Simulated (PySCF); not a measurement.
## A study: C4H5NS, SMILES `Cc1cncs1`

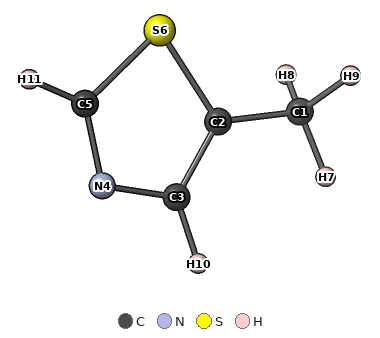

The molecule, with its atoms numbered as below. No frequency check shows the geometry to be a minimum.

Coordinates in Å:

```
C1       2.2425   -0.0659    0.0000
C2       0.7643   -0.1997   -0.0001
C3       0.0070   -1.3311    0.0001
N4      -1.3341   -1.1457    0.0000
C5      -1.6383    0.0961   -0.0000
S6      -0.2828    1.1859   -0.0000
H7       2.7023   -1.0513   -0.0009
H8       2.5786    0.4817   -0.8799
H9       2.5785    0.4795    0.8815
H10      0.3922   -2.3346   -0.0003
H11     -2.6408    0.4738    0.0003
```

## 1. Excited states

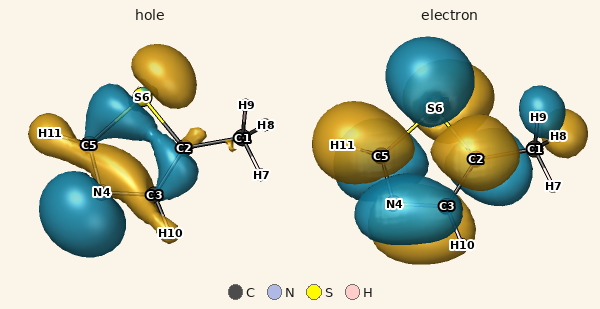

Leading natural transition orbital pair of S₁ (TDA singlet states); the surfaces enclose about 85 % of each orbital's density.

Method: B3LYP/6-31+G*; geometry: GFN2-xTB; program: PySCF.

> Give its energy and the atoms that hole and electron lie on.

5.34 eV (232 nm), f = 0.001 (very weak); the leading pair carries 100 %; hole on N4 (61 %), S6 (14 %) and C5 (9 %), electron on C5 (26 %), S6 (22 %) and C2 (17 %); their centroids lie 1.1 Å apart. In canonical orbitals it is mainly HOMO−1 → LUMO (99 %). The HOMO–LUMO gap is 5.89 eV.

## 2. In an electric field

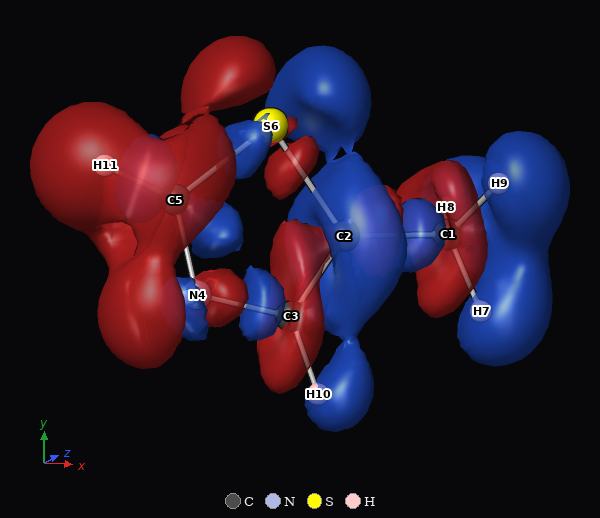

Change of the electron density in a uniform field of 0.51 V/Å, surfaces at ±0.004 e/Å³ (red: gain, blue: loss).

Computed with PySCF, r2SCAN/def2-SVPD, geometry: GFN2-xTB.

The field was applied in both directions; the picture shows the one opposite to the script's first.

> Along which Cartesian direction does the field point?

Along +x: electrons gather on the −x side, against the field.

> How large is the response?

The induced dipole is 2.18 D (along the field); α along this axis, from the fields in both directions, is 85 bohr³ (12.7 Å³).

## 3. Stretching a bond

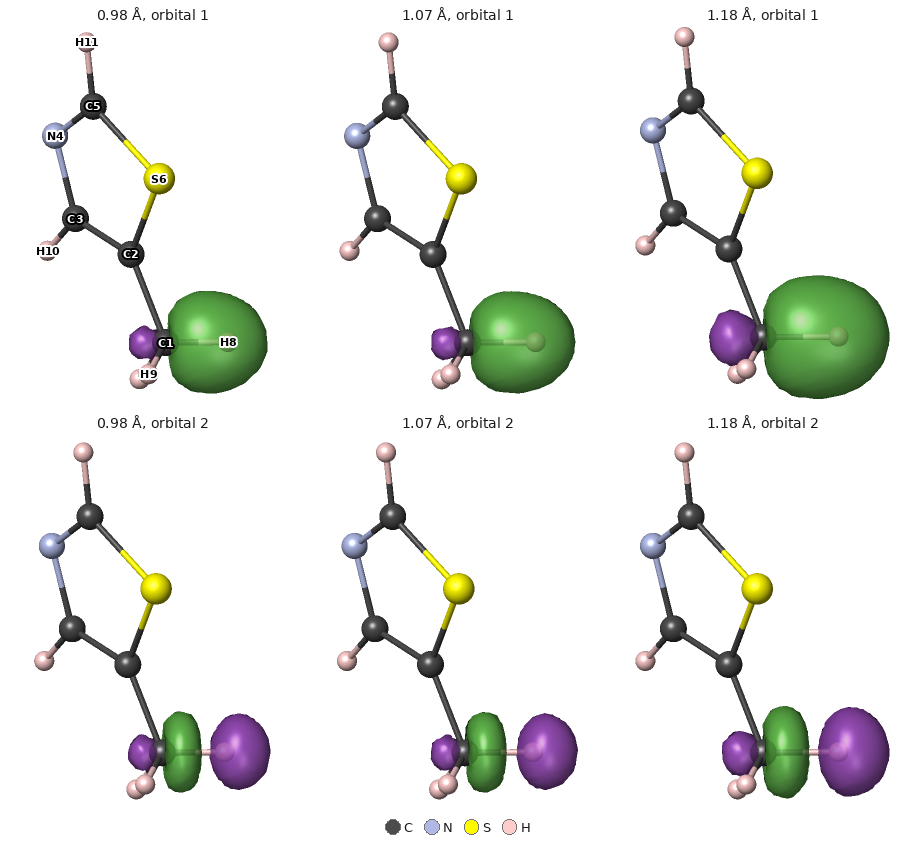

Rigid stretch of the C1–H8 bond. The two CASSCF(2,2) natural orbitals nearest half filling (orbital 1 the more occupied).

Level of theory: 6-31G* basis (PySCF), at a geometry from GFN2-xTB.

> How do the occupations change along the stretch?

0.98 Å: 1.99 and 0.01; 1.07 Å: 1.98 and 0.02; 1.18 Å: 1.98 and 0.02. At the longest distance computed (3.00 Å) they are 1.28 and 0.72, and the effective number of unpaired electrons is 1.7.

UHF's ⟨S²⟩ passes 1 along the scan (up to 1.30), so it also polarises electrons outside the stretched bond; its energy lowering isn't due to that bond alone.

UHF already breaks spin symmetry near equilibrium here (⟨S²⟩ = 0.15 at 1.07 Å), for reasons apart from this bond.

> How much energy does the stretch cost?

By CASSCF, 4.2 eV from the lowest point of the scan (1.07 Å) to 3.00 Å; RHF gives 7.2 eV from its own lowest point. The fragments aren't relaxed and dynamic correlation is missing, so this isn't a bond dissociation energy.

The PySCF runs shown took 3.8 min, 2.9 min and 8 min on 1 thread of Arm Neoverse V1, with other jobs on the host.
